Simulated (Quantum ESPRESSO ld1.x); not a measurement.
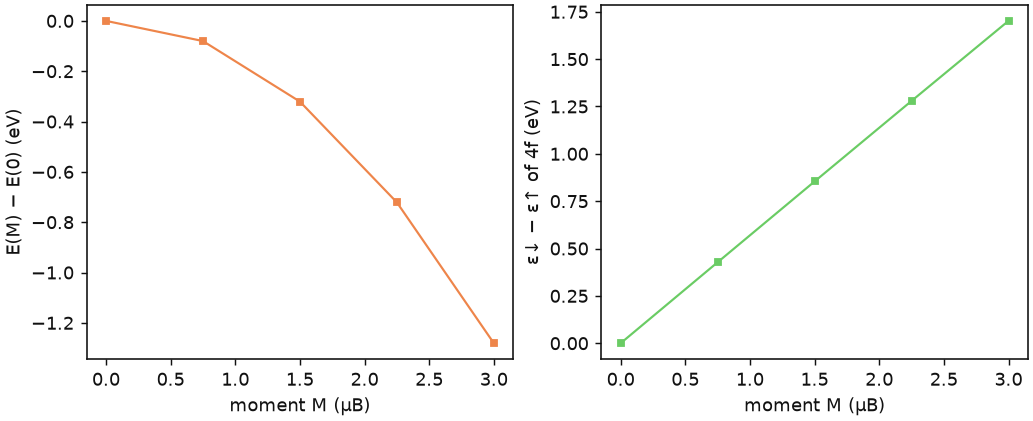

For Pr²⁺ in [Xe] 4f3, the spin moment of the 4f shell is fixed at a series of values. All numbers are computed, not measured: scalar-relativistic Kohn-Sham, LDA (Slater exchange, Perdew-Zunger correlation), spin-polarised, spherical densities, point nucleus (Quantum ESPRESSO ld1.x 7.5). The plot shows the energy and the exchange splitting.

Describe both curves.

Answer. The energy falls with the moment, to −1.28 eV at M = 3 μB, the largest moment run, in line with Hund's first rule (at fractional spins the functional's fractional-spin error adds to the fall). A fit E = −I M²/4 gives an exchange integral I of about 0.57 eV, and the exchange splitting grows nearly in proportion to M, to 1.70 eV (0.57 eV per μB).
